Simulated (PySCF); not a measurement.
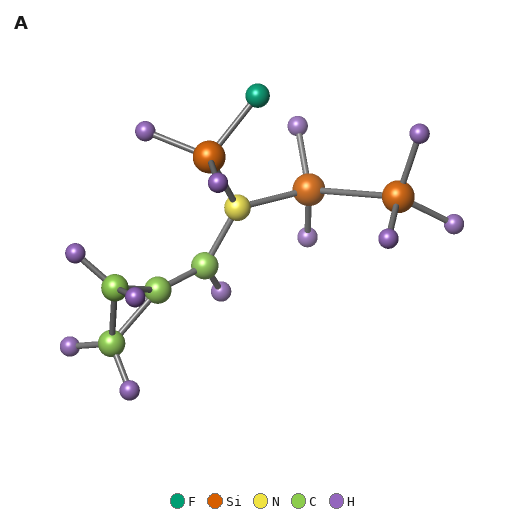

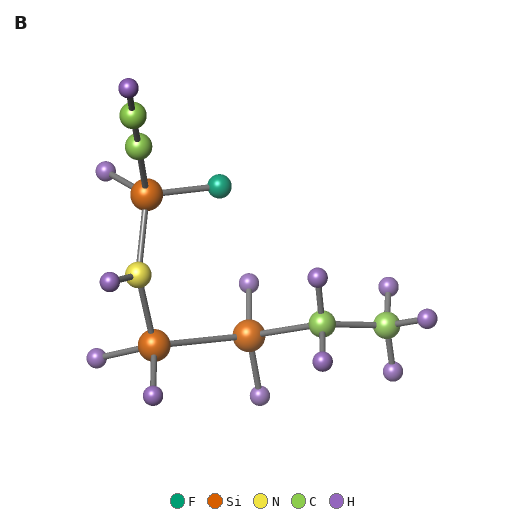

2 stationary structures of one formula. Geometries: GFN2-xTB. Electronic energies: PBE0/pcSseg-1 (PySCF 2.14.0), without zero-point energy. No frequency run is at hand to confirm each as a minimum. Each is one conformer, not always the lowest.

Are they conformers, stereoisomers or constitutional isomers?

They are constitutional isomers of C4H12FNSi3: A `F[SiH2]N(C=C1CC1)[SiH2][SiH3]`, B `C#C[Si@@H](F)N[SiH2][SiH2]CC`.

Which structure is the most stable?

B is lowest; A lies 22.0 kcal/mol above it.

The geometry is semi-empirical. Around Si such bond lengths and angles can be off by a tenth of an ångström or more and by several degrees, and values that hang on the shape move with them.
